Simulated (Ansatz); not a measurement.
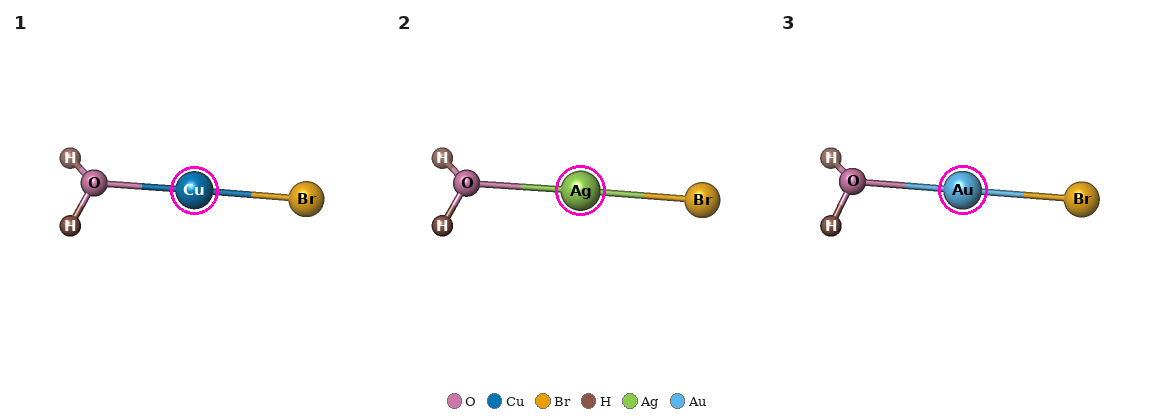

3 molecules with one skeleton, seen from the same side and at one scale; the atom that differs is circled. Charge 0, singlet. Computed geometries: PBE0-D4/def2-TZVP optimisations, one conformation each. Properties computed with Ansatz 0.2.0. Elements past Kr carry core potentials.

One atom differs, called X below: Cu in panel 1, Ag in panel 2, Au in panel 3. Their formulas are BrCuH2O (`[OH2+][Cu-][Br]`), AgBrH2O (`[OH2+][Ag-][Br]`), AuBrH2O (`[OH2+][Au-][Br]`).

### Rank them by the harmonic zero-point energy, lowest first (PBE0-D4/def2-TZVP).

2 (Ag), 1 (Cu), 3 (Au).

### Rank them by the dipole moment, lowest first (PBE0-D4/def2-TZVP).

3 (Au), 1 (Cu), 2 (Ag).

Give the values. With PBE0-D4/def2-TZVP: length of X–Br (Å), length of X–O (Å), angle O–X–Br (°), dipole moment (D), harmonic zero-point energy (kJ/mol). With CAM-B3LYP-D4/def2-TZVPP: HOMO energy (Kohn–Sham orbital) (eV), HOMO–LUMO gap (eV).

| quantity | 1 (Cu) | 2 (Ag) | 3 (Au) |
| --- | --- | --- | --- |
| length of X–Br (Å) | 2.204 | 2.393 | 2.341 |
| length of X–O (Å) | 1.966 | 2.234 | 2.165 |
| angle O–X–Br (°) | 179.2 | 178.9 | 179.8 |
| HOMO energy (Kohn–Sham orbital) (eV) | −7.85 | −7.93 | −8.15 |
| HOMO–LUMO gap (eV) | 7.25 | 7.01 | 7.32 |
| dipole moment (D) | 8.56 | 8.84 | 7.70 |
| harmonic zero-point energy (kJ/mol) | 67.0 | 65.4 | 67.5 |
